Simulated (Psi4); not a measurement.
BSiH₂F: energy and gradient calculation

The run: energy and gradient calculation of BSiH₂F, multiplicity 3, SMILES B[Si]F. Method and program: HF/def2-SVPD, UHF (Psi4 1.11).

The geometry comes from this level: GFN2-xTB.

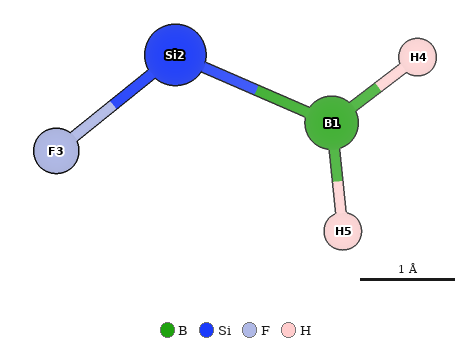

Fig. 1: The structure (ball-and-stick view, seen at a tilt; atoms are numbered from 1 in the order of the input).

**Input file (job.json)**
```
{
  "schema_name": "qcschema_input",
  "schema_version": 1,
  "molecule": {
    "schema_name": "qcschema_molecule",
    "schema_version": 2,
    "symbols": ["B", "Si", "F", "H", "H"],
    "geometry": [0.44399115, 1.2957852, -0.2345717, -1.68189405, -1.52589715, -0.55493697, -0.98241192, -4.11228971, 1.05626242, -0.0006614, 3.15034353, -1.35621865, 2.22097622, 1.19205814, 1.08946491],
    "molecular_charge": 0,
    "molecular_multiplicity": 3,
    "fix_symmetry": "c1"
  },
  "driver": "gradient",
  "model": {
    "method": "hf",
    "basis": "def2-SVPD"
  },
  "keywords": {
    "reference": "uhf",
    "puream": true,
    "e_convergence": 1e-09,
    "d_convergence": 1e-08,
    "scf_type": "pk",
    "maxiter": 200
  }
}
```

Machine: 1 thread of Intel Xeon (Granite Rapids), 128 GiB of memory available, shared host.

Run as:
```bash
psi4 --qcschema job.json -n 1 --memory 1600MB
```

**What the program printed**
```
Psi4 1.11 release

gradient() will perform analytic gradient computation.

   => Loading Basis Set <=

    Name: DEF2-SVPD
    Role: ORBITAL
    Keyword: BASIS

         ---------------------------------------------------------
                                   SCF
                              UHF Reference
                        1 Threads,   1525 MiB Core
         ---------------------------------------------------------

  ==> Geometry <==

    Molecular point group: c1
    Full point group: C1

    Geometry (in Bohr), charge = 0, multiplicity = 3:

       Center              X                  Y                   Z               Mass
    ------------   -----------------  -----------------  -----------------  -----------------
         B            1.420532526136     2.998690011856    -0.262747497591    11.009305360000
         SI          -0.705352673864     0.177007661856    -0.583112767591    27.976926534650
         F           -0.005870543864    -2.409384898144     1.028086622409    18.998403162730
         H            0.975879976136     4.853248341856    -1.384394447591     1.007825032230
         H            3.197517596136     2.894962951856     1.061289112409     1.007825032230

  Running in c1 symmetry.

  Rotational constants: A =      1.18208  B =      0.22113  C =      0.18628 [cm^-1]
  Rotational constants: A =  35437.73518  B =   6629.24462  C =   5584.55727 [MHz]
  Nuclear repulsion =   80.830231609960933

  Charge       = 0
  Multiplicity = 3
  Electrons    = 30
  Nalpha       = 16
  Nbeta        = 14

  ==> Algorithm <==

  SCF Algorithm Type is PK.
  DIIS enabled.
  MOM disabled.
  Fractional occupation disabled.
  Guess Type is SAD.
  Energy threshold   = 1.00e-09
  Density threshold  = 1.00e-08
  Integral threshold = 1.00e-12

  ==> Primary Basis <==

  Basis Set: DEF2-SVPD
    Blend: DEF2-SVPD
    Number of shells: 35
    Number of basis functions: 83
    Number of Cartesian functions: 89
    Spherical Harmonics?: true
    Max angular momentum: 2

  ==> Integral Setup <==

  Using in-core PK algorithm.
   Calculation information:
      Number of atoms:                   5
      Number of AO shells:              35
      Number of primitives:             61
      Number of atomic orbitals:        89
      Number of basis functions:        83

      Integral cutoff                 1.00e-12
      Number of threads:                 1

  Performing in-core PK
  Using 12155682 doubles for integral storage.
  We computed 191705 shell quartets total.
  Whereas there are 198765 unique shell quartets.

  ==> DiskJK: Disk-Based J/K Matrices <==

    J tasked:                  Yes
    K tasked:                  Yes
    wK tasked:                  No
    Memory [MiB]:             1144
    Schwarz Cutoff:          1E-12

  Minimum eigenvalue in the overlap matrix is 4.1922002170E-04.
  Reciprocal condition number of the overlap matrix is 6.1958719116E-05.
    Using symmetric orthogonalization.

  ==> Pre-Iterations <==

  SCF Guess: Superposition of Atomic Densities via on-the-fly atomic UHF (no occupation information).

   -------------------------
    Irrep   Nso     Nmo
   -------------------------
     A         83      83
   -------------------------
    Total      83      83
   -------------------------

  ==> Iterations <==

                        Total Energy        Delta E     RMS |[F,P]|

   @UHF iter SAD:  -413.00846972465536   -4.13008e+02   0.00000e+00
   @UHF iter   1:  -413.91367059953427   -9.05201e-01   4.15916e-03 DIIS/ADIIS
   @UHF iter   2:  -413.97416332531202   -6.04927e-02   2.46539e-03 DIIS/ADIIS
   @UHF iter   3:  -413.99092457023966   -1.67612e-02   5.12547e-04 DIIS/ADIIS
   @UHF iter   4:  -413.99344111375416   -2.51654e-03   2.06774e-04 DIIS/ADIIS
   @UHF iter   5:  -413.99442116827873   -9.80055e-04   1.25461e-04 DIIS/ADIIS
   @UHF iter   6:  -413.99501419818552   -5.93030e-04   7.98319e-05 DIIS
   @UHF iter   7:  -413.99538029378635   -3.66096e-04   3.49874e-05 DIIS
   @UHF iter   8:  -413.99544040102472   -6.01072e-05   1.39316e-05 DIIS
   @UHF iter   9:  -413.99544690286723   -6.50184e-06   4.94998e-06 DIIS
   @UHF iter  10:  -413.99544758831939   -6.85452e-07   1.48520e-06 DIIS
   @UHF iter  11:  -413.99544763563125   -4.73119e-08   4.32661e-07 DIIS
   @UHF iter  12:  -413.99544763901639   -3.38514e-09   1.43912e-07 DIIS
   @UHF iter  13:  -413.99544763940293   -3.86535e-10   4.42447e-08 DIIS
   @UHF iter  14:  -413.99544763943533   -3.24007e-11   1.26904e-08 DIIS
   @UHF iter  15:  -413.99544763943771   -2.38742e-12   4.64268e-09 DIIS
  Energy and wave function converged.

  ==> Post-Iterations <==

   @Spin Contamination Metric:   7.217157715E-03
   @S^2 Expected:                2.000000000E+00
   @S^2 Observed:                2.007217158E+00
   @S   Expected:                1.000000000E+00
   @S   Observed:                1.000000000E+00

    Orbital Energies [Eh]
    ---------------------

    Alpha Occupied:

       1A    -68.826830     2A    -26.295572     3A     -7.623596
       4A     -6.193858     5A     -4.306317     6A     -4.305877
       7A     -4.297677     8A     -1.563026     9A     -0.799382
      10A     -0.717276    11A     -0.673146    12A     -0.669502
      13A     -0.565060    14A     -0.516609    15A     -0.389076
      16A     -0.326790

    Alpha Virtual:

      17A      0.055348    18A      0.074836    19A      0.094668
      20A      0.115966    21A      0.158581    22A      0.171722
      23A      0.186668    24A      0.194009    25A      0.205116
      26A      0.226727    27A      0.229523    28A      0.250236
      29A      0.253894    30A      0.284044    31A      0.288533
      32A      0.294833    33A      0.333077    34A      0.344605
      35A      0.367407    36A      0.394204    37A      0.437074
      38A      0.452830    39A      0.453774    40A      0.462453
      41A      0.493895    42A      0.500362    43A      0.546096
      44A      0.558153    45A      0.597684    46A      0.639872
      47A      0.681609    48A      0.686458    49A      0.704556
      50A      0.735187    51A      0.747282    52A      0.785702
      53A      0.809831    54A      0.826325    55A      0.841581
      56A      0.880940    57A      0.973088    58A      1.043818
      59A      1.059272    60A      1.079283    61A      1.148207
      62A      1.183987    63A      1.211108    64A      1.349351
      65A      1.437896    66A      1.672754    67A      1.738449
      68A      1.761209    69A      1.780310    70A      1.829036
      71A      2.110355    72A      2.129595    73A      2.226300
      74A      2.264553    75A      2.417086    76A      2.512698
      77A      2.952011    78A      2.971015    79A      3.714581
      80A      3.715369    81A      3.735190    82A      3.765762
      83A      3.899911

    Beta Occupied:

       1A    -68.817631     2A    -26.289963     3A     -7.615869
       4A     -6.180486     5A     -4.292944     6A     -4.284648
       7A     -4.283452     8A     -1.548336     9A     -0.744213
      10A     -0.686451    11A     -0.650600    12A     -0.650442
      13A     -0.512839    14A     -0.483409

    Beta Virtual:

      15A      0.010176    16A      0.019610    17A      0.086435
      18A      0.114208    19A      0.133164    20A      0.147712
      21A      0.179024    22A      0.190935    23A      0.197178
      24A      0.205116    25A      0.212814    26A      0.239136
      27A      0.253138    28A      0.265871    29A      0.281561
      30A      0.300068    31A      0.301922    32A      0.307872
      33A      0.349185    34A      0.356353    35A      0.378306
      36A      0.428598    37A      0.446830    38A      0.460614
      39A      0.473215    40A      0.484212    41A      0.502480
      42A      0.504421    43A      0.569798    44A      0.590394
      45A      0.620083    46A      0.668965    47A      0.709312
      48A      0.724842    49A      0.733289    50A      0.750080
      51A      0.789417    52A      0.795221    53A      0.822479
      54A      0.847464    55A      0.864785    56A      0.927220
      57A      1.005684    58A      1.056981    59A      1.074789
      60A      1.089020    61A      1.169290    62A      1.199402
      63A      1.222290    64A      1.366980    65A      1.470719
      66A      1.686851    67A      1.750266    68A      1.768602
      69A      1.797489    70A      1.836184    71A      2.114030
      72A      2.132690    73A      2.233339    74A      2.270589
      75A      2.424744    76A      2.516246    77A      2.956038
      78A      2.973772    79A      3.721727    80A      3.723545
      81A      3.742889    82A      3.772254    83A      3.907792

    Final Occupation by Irrep:
              A
    DOCC [    14 ]
    SOCC [     2 ]
    NA   [    16 ]
    NB   [    14 ]

  @UHF Final Energy:  -413.99544763943771

   => Energetics <=

    Nuclear Repulsion Energy =             80.8302316099609328
    One-Electron Energy =                -734.5404806734193244
    Two-Electron Energy =                 239.7148014240206635
    Total Energy =                       -413.9954476394377139

  UHF NO Occupations:
  HONO-2 :   14  A 1.9972908
  HONO-1 :   15  A 1.0000000
  HONO-0 :   16  A 1.0000000
  LUNO+0 :   17  A 0.0027092
  LUNO+1 :   18  A 0.0003873
  LUNO+2 :   19  A 0.0002531
  LUNO+3 :   20  A 0.0001355

Computation Completed

Properties will be evaluated at   0.000000,   0.000000,   0.000000 [a0]

Properties computed using the SCF density matrix

 Multipole Moments:

 ------------------------------------------------------------------------------------
     Multipole            Electronic (a.u.)      Nuclear  (a.u.)        Total (a.u.)
 ------------------------------------------------------------------------------------

 L = 1.  Multiply by 2.5417464519 to convert [e a0] to [Debye]
 Dipole X            :         -1.6619129            1.3482879           -0.3136251
 Dipole Y            :         -3.2152065            3.5353045            0.3200981
 Dipole Z            :          0.1855731           -0.5476420           -0.3620689
 Magnitude           :                                                    0.5761227

 ------------------------------------------------------------------------------------

	total time  =          1 seconds =       0.02 minutes

         ------------------------------------------------------------
                                   SCF GRAD
         ------------------------------------------------------------

  ==> Geometry <==

    Molecular point group: c1
    Full point group: C1

    Geometry (in Bohr), charge = 0, multiplicity = 3:

       Center              X                  Y                   Z               Mass
    ------------   -----------------  -----------------  -----------------  -----------------
         B            1.420532526136     2.998690011856    -0.262747497591    11.009305360000
         SI          -0.705352673864     0.177007661856    -0.583112767591    27.976926534650
         F           -0.005870543864    -2.409384898144     1.028086622409    18.998403162730
         H            0.975879976136     4.853248341856    -1.384394447591     1.007825032230
         H            3.197517596136     2.894962951856     1.061289112409     1.007825032230

  Nuclear repulsion =   80.830231609960933

  ==> Basis Set <==

  Basis Set: DEF2-SVPD
    Blend: DEF2-SVPD
    Number of shells: 35
    Number of basis functions: 83
    Number of Cartesian functions: 89
    Spherical Harmonics?: true
    Max angular momentum: 2

  ==> DirectJKGrad: Integral-Direct SCF Gradients <==

    Gradient:                    1
    J tasked:                  Yes
    K tasked:                  Yes
    wK tasked:                  No
    Integrals threads:           1
    Schwarz Cutoff:          1E-12

  -Total Gradient:
     Atom            X                  Y                   Z
    ------   -----------------  -----------------  -----------------
       1       -0.010284042990    -0.013925895128    -0.001294393894
       2        0.010098855546     0.035125691290    -0.007780435966
       3        0.005220043217    -0.012887335853     0.009243741388
       4        0.004131361275    -0.010329425045     0.007346967643
       5       -0.009166217047     0.002016964734    -0.007515879170

	total time  =          1 seconds =       0.02 minutes

    Psi4 run time: 0:00:02.46
```

**Key numbers**

```csv
quantity,value
outcome,converged
total energy,−413.995448 hartree
basis functions,83
largest force,1.922 eV/Å
⟨S²⟩,2.007
dipole moment,1.46 D
wall time,3.3 s
peak memory,0.27 GiB
```
